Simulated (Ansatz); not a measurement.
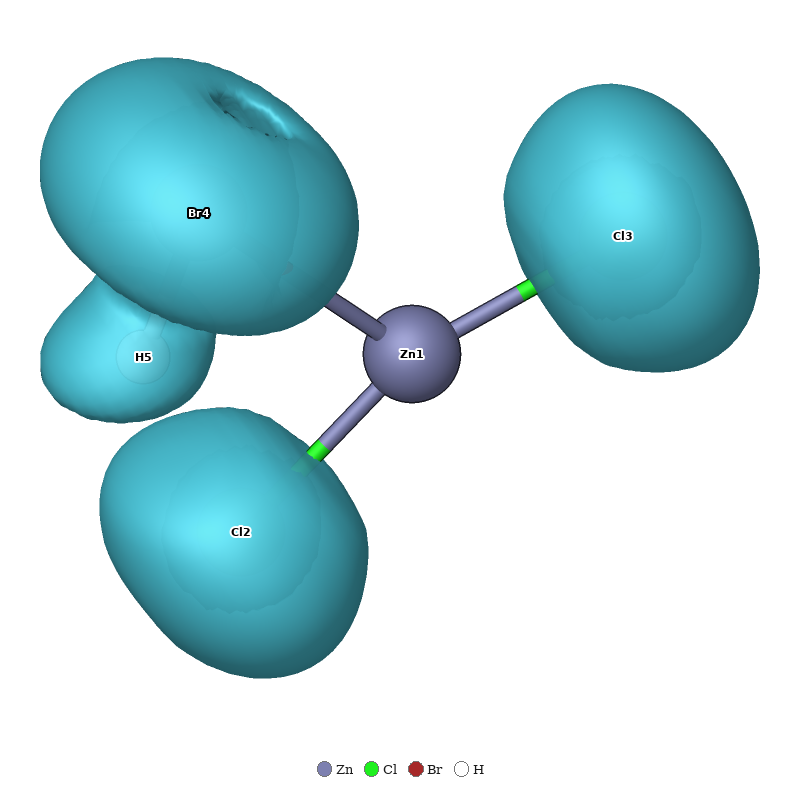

BrCl$_{2}$HZn. Isosurface of the ELF at 0.75 (cyan), seen at a tilt. Only the valence region is drawn (cores and ρ < 0.01 e/Å³ removed).

Computed with RKS PBE/def2-SVP in Ansatz 0.2.0.

```
atom    x (Å)   y (Å)    z (Å)
  Zn  -0.0961  0.0000   0.1167
  Cl   0.4308  0.0000   2.2261
  Cl   0.1867  0.0000  -1.9803
  Br  -2.7641  0.0000   0.9391
   H  -1.8030  0.0000   2.0551
```

> Describe the localisation domains.

The ELF exceeds this value in one region around a hydrogen nucleus, one region wrapped around Br (its valence shell) and two regions wrapped around Cl (the valence shell of each). Along the contacts the grid gives the following. Zn–Cl (2.12 Å): the ELF peaks at about 0.80 in the valence shell of Cl, 0.8 Å from its nucleus, and is about 0.40 at the midpoint. Zn–Br (2.79 Å): the ELF peaks at about 0.80 in the valence shell of Br, 1.0 Å from its nucleus, and drops to about 0.10 between the two atoms.
